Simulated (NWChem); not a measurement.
## Energy and gradient calculation of C$_{2}$H$_{4}$F$_{2}$O (part 2 of 2)

Continued. System: C$_{2}$H$_{4}$F$_{2}$O, SMILES FCOCF. Method: HF/STO-3G, RHF (NWChem 7.3.0). The geometry comes from this level: PBE0-D4/def2-TZVP.

Geometry of the input (Å):
```
F  -1.7342  0.8052  -0.2452
C  -0.4607  0.7585  -0.7623
O  0.0711  -0.5080  -0.6187
C  0.4474  -0.8347  0.6693
F  1.6039  -0.1745  1.0130
H  0.1325  1.5122  -0.2359
H  -0.5177  0.9599  -1.8320
H  -0.3168  -0.5554  1.4009
H  0.6484  -1.9059  0.6798
```

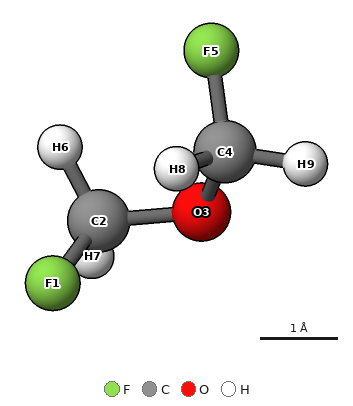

Fig. 1: The structure (ball-and-stick view, seen at a tilt; atoms are numbered from 1 in the order of the input).

What the program printed, continued
```
 Vector   11  Occ=2.000000D+00  E=-6.887170D-01
              MO Center=  6.4D-03, -1.2D-01, -1.4D-01, r^2= 2.9D+00
   Bfn.  Coefficient  Atom+Function         Bfn.  Coefficient  Atom+Function
  ----- ------------  ---------------      ----- ------------  ---------------
    10      0.355125  2 C  pz                19      0.331579  4 C  py
    27     -0.238488  7 H  s                 29     -0.238462  9 H  s
     5      0.232076  1 F  pz                24      0.216958  5 F  py
    15      0.209898  3 O  pz                14      0.172219  3 O  py
    18     -0.169580  4 C  px

 Vector   12  Occ=2.000000D+00  E=-6.759463D-01
              MO Center= -2.0D-02,  4.2D-02,  5.1D-02, r^2= 2.4D+00
   Bfn.  Coefficient  Atom+Function         Bfn.  Coefficient  Atom+Function
  ----- ------------  ---------------      ----- ------------  ---------------
     9      0.338156  2 C  py                13      0.333749  3 O  px
    20     -0.329049  4 C  pz                25     -0.253660  5 F  pz
     4      0.248560  1 F  py                26      0.238619  6 H  s
    28     -0.238747  8 H  s                 18      0.173818  4 C  px

 Vector   13  Occ=2.000000D+00  E=-6.099887D-01
              MO Center= -2.0D-02,  4.2D-02,  5.1D-02, r^2= 3.1D+00
   Bfn.  Coefficient  Atom+Function         Bfn.  Coefficient  Atom+Function
  ----- ------------  ---------------      ----- ------------  ---------------
     3      0.404419  1 F  px                23      0.387205  5 F  px
     8     -0.264012  2 C  px                13     -0.257677  3 O  px
     2     -0.236636  1 F  s                 22      0.236598  5 F  s
    14     -0.232952  3 O  py                19     -0.229377  4 C  py
    18     -0.217063  4 C  px                10      0.211848  2 C  pz

 Vector   14  Occ=2.000000D+00  E=-5.925954D-01
              MO Center= -1.2D-02, -9.3D-03, -1.2D-02, r^2= 3.1D+00
   Bfn.  Coefficient  Atom+Function         Bfn.  Coefficient  Atom+Function
  ----- ------------  ---------------      ----- ------------  ---------------
    24     -0.373455  5 F  py                 5      0.367184  1 F  pz
    10      0.277251  2 C  pz                19     -0.274764  4 C  py
    14      0.220893  3 O  py                27     -0.221407  7 H  s
    29      0.221446  9 H  s                 18      0.218412  4 C  px
     8      0.199035  2 C  px                15     -0.187248  3 O  pz

 Vector   15  Occ=2.000000D+00  E=-5.695610D-01
              MO Center= -4.5D-02,  2.0D-01,  2.4D-01, r^2= 3.3D+00
   Bfn.  Coefficient  Atom+Function         Bfn.  Coefficient  Atom+Function
  ----- ------------  ---------------      ----- ------------  ---------------
    25     -0.351845  5 F  pz                 3      0.324617  1 F  px
    18      0.286909  4 C  px                 8     -0.283672  2 C  px
     4     -0.267032  1 F  py                23     -0.246335  5 F  px
     5     -0.223756  1 F  pz                24     -0.205735  5 F  py
     2     -0.188185  1 F  s                 22     -0.188222  5 F  s

 Vector   16  Occ=2.000000D+00  E=-5.049900D-01
              MO Center= -2.8D-02,  9.1D-02,  1.1D-01, r^2= 3.4D+00
   Bfn.  Coefficient  Atom+Function         Bfn.  Coefficient  Atom+Function
  ----- ------------  ---------------      ----- ------------  ---------------
     4      0.504429  1 F  py                25      0.442627  5 F  pz
    23     -0.334998  5 F  px                12      0.311143  3 O  s
     3      0.276489  1 F  px                15     -0.232266  3 O  pz
    14     -0.190633  3 O  py                 8     -0.179232  2 C  px
    24     -0.150870  5 F  py

 Vector   17  Occ=2.000000D+00  E=-4.531244D-01
              MO Center= -3.8D-02,  1.5D-01,  1.9D-01, r^2= 3.6D+00
   Bfn.  Coefficient  Atom+Function         Bfn.  Coefficient  Atom+Function
  ----- ------------  ---------------      ----- ------------  ---------------
     5      0.533824  1 F  pz                24      0.531699  5 F  py
    23     -0.311717  5 F  px                15     -0.266924  3 O  pz
     3      0.263147  1 F  px                 4     -0.238309  1 F  py
    14     -0.219183  3 O  py                25     -0.176666  5 F  pz

 Vector   18  Occ=2.000000D+00  E=-4.472102D-01
              MO Center= -5.5D-02,  2.5D-01,  3.1D-01, r^2= 3.5D+00
   Bfn.  Coefficient  Atom+Function         Bfn.  Coefficient  Atom+Function
  ----- ------------  ---------------      ----- ------------  ---------------
    25     -0.600112  5 F  pz                 4      0.583450  1 F  py
     5      0.271356  1 F  pz                23      0.213386  5 F  px
    13     -0.209453  3 O  px                26     -0.171289  6 H  s
    28      0.171260  8 H  s

 Vector   19  Occ=2.000000D+00  E=-4.277152D-01
              MO Center= -2.4D-02,  6.7D-02,  8.2D-02, r^2= 3.8D+00
   Bfn.  Coefficient  Atom+Function         Bfn.  Coefficient  Atom+Function
  ----- ------------  ---------------      ----- ------------  ---------------
    24     -0.516550  5 F  py                 5      0.491821  1 F  pz
    27      0.275928  7 H  s                 29     -0.275879  9 H  s
     4     -0.272455  1 F  py                14     -0.206917  3 O  py
    19      0.195588  4 C  py                25      0.194627  5 F  pz
    10     -0.182607  2 C  pz                15      0.174478  3 O  pz

 Vector   20  Occ=2.000000D+00  E=-3.881165D-01
              MO Center=  3.7D-03, -1.0D-01, -1.2D-01, r^2= 2.7D+00
   Bfn.  Coefficient  Atom+Function         Bfn.  Coefficient  Atom+Function
  ----- ------------  ---------------      ----- ------------  ---------------
    15      0.448118  3 O  pz                14      0.368308  3 O  py
    25      0.345353  5 F  pz                 4      0.314039  1 F  py
    12     -0.276635  3 O  s                  5      0.258382  1 F  pz
    26     -0.258086  6 H  s                 28     -0.257841  8 H  s
    20     -0.207371  4 C  pz                 9     -0.190376  2 C  py

 Vector   21  Occ=2.000000D+00  E=-3.784614D-01
              MO Center=  2.7D-02, -2.4D-01, -2.9D-01, r^2= 1.7D+00
   Bfn.  Coefficient  Atom+Function         Bfn.  Coefficient  Atom+Function
  ----- ------------  ---------------      ----- ------------  ---------------
    13      0.785108  3 O  px                14      0.306990  3 O  py
     3      0.305454  1 F  px                23      0.292763  5 F  px
    26     -0.211850  6 H  s                 28      0.212294  8 H  s

 Vector   22  Occ=0.000000D+00  E= 5.537410D-01
              MO Center= -6.4D-03, -3.9D-02, -4.7D-02, r^2= 2.4D+00
   Bfn.  Coefficient  Atom+Function         Bfn.  Coefficient  Atom+Function
  ----- ------------  ---------------      ----- ------------  ---------------
     8      0.617061  2 C  px                12     -0.552523  3 O  s
    18     -0.516392  4 C  px                20     -0.493162  4 C  pz
     3      0.362501  1 F  px                 9     -0.360098  2 C  py
    23     -0.337221  5 F  px                15     -0.265835  3 O  pz
    10     -0.247530  2 C  pz                19     -0.248651  4 C  py

 Vector   23  Occ=0.000000D+00  E= 5.713515D-01
              MO Center= -8.7D-03, -2.6D-02, -3.1D-02, r^2= 2.0D+00
   Bfn.  Coefficient  Atom+Function         Bfn.  Coefficient  Atom+Function
  ----- ------------  ---------------      ----- ------------  ---------------
     9      0.662824  2 C  py                12      0.606677  3 O  s
    20      0.569116  4 C  pz                26     -0.364280  6 H  s
    28     -0.364831  8 H  s                 15      0.353665  3 O  pz
    18     -0.355090  4 C  px                19     -0.313319  4 C  py
     8      0.296661  2 C  px                14      0.290799  3 O  py

 Vector   24  Occ=0.000000D+00  E= 6.172674D-01
              MO Center= -2.8D-02,  9.0D-02,  1.1D-01, r^2= 2.6D+00
   Bfn.  Coefficient  Atom+Function         Bfn.  Coefficient  Atom+Function
  ----- ------------  ---------------      ----- ------------  ---------------
     8      0.594046  2 C  px                18      0.530620  4 C  px
     3      0.509894  1 F  px                23      0.464429  5 F  px
    19      0.416924  4 C  py                 2      0.348748  1 F  s
    22     -0.348611  5 F  s                 10     -0.342034  2 C  pz
     7     -0.301364  2 C  s                 17      0.301498  4 C  s

 Vector   25  Occ=0.000000D+00  E= 6.423450D-01
              MO Center=  1.0D-02, -1.4D-01, -1.8D-01, r^2= 2.6D+00
   Bfn.  Coefficient  Atom+Function         Bfn.  Coefficient  Atom+Function
  ----- ------------  ---------------      ----- ------------  ---------------
    10      0.610211  2 C  pz                19     -0.599036  4 C  py
    27      0.580167  7 H  s                 29     -0.578966  9 H  s
    18      0.437028  4 C  px                 8      0.386037  2 C  px
    14     -0.386623  3 O  py                26     -0.350633  6 H  s
    28      0.350069  8 H  s                 15      0.338103  3 O  pz

 Vector   26  Occ=0.000000D+00  E= 6.666080D-01
              MO Center=  3.4D-02, -2.9D-01, -3.5D-01, r^2= 3.7D+00
   Bfn.  Coefficient  Atom+Function         Bfn.  Coefficient  Atom+Function
  ----- ------------  ---------------      ----- ------------  ---------------
    27      0.830755  7 H  s                 29      0.830586  9 H  s
    10      0.647419  2 C  pz                19      0.605829  4 C  py
     7     -0.458575  2 C  s                 17     -0.456357  4 C  s
    18     -0.353932  4 C  px                 8      0.261946  2 C  px
    28     -0.190703  8 H  s                 26     -0.188120  6 H  s

 Vector   27  Occ=0.000000D+00  E= 6.822881D-01
              MO Center= -4.5D-02,  2.0D-01,  2.5D-01, r^2= 3.0D+00
   Bfn.  Coefficient  Atom+Function         Bfn.  Coefficient  Atom+Function
  ----- ------------  ---------------      ----- ------------  ---------------
    26     -0.795495  6 H  s                 28      0.798355  8 H  s
    17     -0.746920  4 C  s                  7      0.741679  2 C  s
     9      0.525838  2 C  py                20     -0.475426  4 C  pz
    29      0.399196  9 H  s                 27     -0.396096  7 H  s
    18      0.304363  4 C  px                 8      0.238004  2 C  px

 Vector   28  Occ=0.000000D+00  E= 6.955401D-01
              MO Center= -5.5D-02,  2.6D-01,  3.1D-01, r^2= 2.4D+00
   Bfn.  Coefficient  Atom+Function         Bfn.  Coefficient  Atom+Function
  ----- ------------  ---------------      ----- ------------  ---------------
     7      0.889655  2 C  s                 17      0.885998  4 C  s
    26     -0.775889  6 H  s                 28     -0.772155  8 H  s
    12     -0.312602  3 O  s                 10      0.294983  2 C  pz
    15     -0.279555  3 O  pz                 3     -0.254136  1 F  px
    23      0.240762  5 F  px                20      0.233300  4 C  pz

 Vector   29  Occ=0.000000D+00  E= 7.979183D-01
              MO Center=  4.7D-02, -3.6D-01, -4.4D-01, r^2= 2.0D+00
   Bfn.  Coefficient  Atom+Function         Bfn.  Coefficient  Atom+Function
  ----- ------------  ---------------      ----- ------------  ---------------
     7      0.624458  2 C  s                 17     -0.624839  4 C  s
    14     -0.577367  3 O  py                20      0.561912  4 C  pz
    15      0.523562  3 O  pz                27     -0.524736  7 H  s
    29      0.524890  9 H  s                  9     -0.498016  2 C  py
    10     -0.398068  2 C  pz                13      0.363237  3 O  px

 center of mass
 --------------
 x =  -0.03575356 y =   0.06804241 z =   0.08265971

 moments of inertia (a.u.)
 ------------------
         300.760496989261         151.447830703589        -167.981021686500
         151.447830703589         559.434498518127          71.690632800548
        -167.981021686500          71.690632800548         539.981101367301

  Mulliken analysis of the total density
  --------------------------------------

    Atom       Charge   Shell Charges
 -----------   ------   -------------------------------------------------------
    1 F    9     9.16   2.00  1.94  5.22
    2 C    6     5.85   1.99  1.15  2.70
    3 O    8     8.28   2.00  1.80  4.48
    4 C    6     5.85   1.99  1.15  2.70
    5 F    9     9.16   2.00  1.94  5.22
    6 H    1     0.93   0.93
    7 H    1     0.92   0.92
    8 H    1     0.93   0.93
    9 H    1     0.92   0.92

       Multipole analysis of the density wrt the origin
       ------------------------------------------------

     L   x y z        total         open         nuclear
     -   - - -        -----         ----         -------
     0   0 0 0     -0.000000      0.000000     42.000000

     1   1 0 0     -0.013613      0.000000     -1.393295
     1   0 1 0      0.082193      0.000000      2.203232
     1   0 0 1      0.100002      0.000000      2.674718

     2   2 0 0    -21.842948      0.000000    191.197523
     2   1 1 0      0.233503      0.000000    -75.238750
     2   1 0 1     -0.487698      0.000000     81.833930
     2   0 2 0    -17.741434      0.000000     81.973947
     2   0 1 1     -1.574316      0.000000    -42.365700
     2   0 0 2    -18.471150      0.000000     88.740413

                              NWChem Gradients Module
                              -----------------------

  wavefunction    =   RHF

                         RHF ENERGY GRADIENTS

    atom               coordinates                        gradient
                 x          y          z           x          y          z
   1 F      -3.277163   1.521607  -0.463361    0.012639   0.000626  -0.005585
   2 C      -0.870597   1.433357  -1.440538    0.021217  -0.027524  -0.008709
   3 O       0.134360  -0.959981  -1.169173   -0.006215   0.037606   0.045865
   4 C       0.845463  -1.577354   1.264794   -0.015699  -0.005730  -0.031830
   5 F       3.030932  -0.329757   1.914292   -0.011524  -0.007191  -0.002419
   6 H       0.250389   2.857644  -0.445786   -0.010015  -0.010494   0.001660
   7 H      -0.978311   1.813948  -3.461978   -0.005860  -0.005895   0.011856
   8 H      -0.598665  -1.049554   2.647317    0.010859   0.005092  -0.008221
   9 H       1.225298  -3.601629   1.284636    0.004598   0.013509  -0.002617

                 ----------------------------------------
                 |  Time  |  1-e(secs)   |  2-e(secs)   |
                 ----------------------------------------
                 |  CPU   |       0.00   |       0.50   |
                 ----------------------------------------
                 |  WALL  |       0.00   |       0.50   |
                 ----------------------------------------

 Task  times  cpu:        3.9s     wall:        3.9s
 Total times  cpu:        3.9s     wall:        3.9s
```

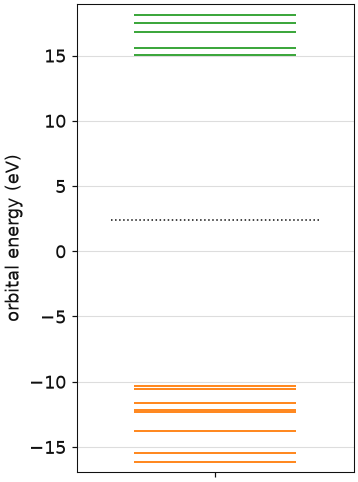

Fig. 2: Orbital energies near the frontier; the dotted line parts filled from empty levels, and levels within 0.02 eV of each other stand side by side. Highest filled −10.30 eV, lowest empty 15.07 eV, 25.37 eV apart.

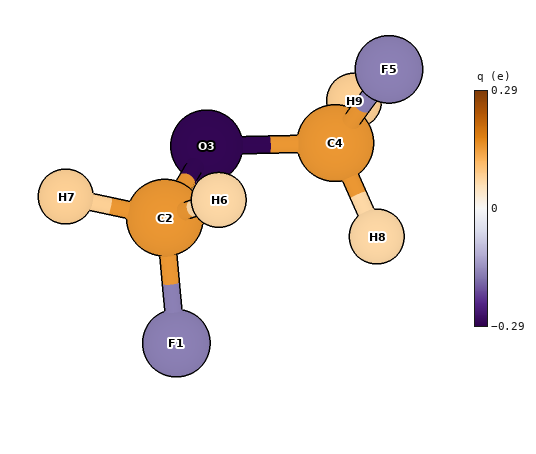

Fig. 3: Mulliken charges, as the colour of each atom (ball-and-stick view, seen at a tilt; atoms are numbered from 1 in the order of the input). By element: F −0.16, C +0.15, O −0.28 and H +0.07 to +0.08 e.

Results in brief

```csv
quantity,value
outcome,converged
total energy,−347.041483 hartree
basis functions,29
largest force,3.067 eV/Å
HOMO,−10.30 eV
LUMO,15.07 eV
dipole moment,0.33 D
hardware,"1 thread of Intel Xeon (Sapphire Rapids), 192 GiB of memory available, shared host"
wall time,4.5 s
peak memory,0.098 GiB
```
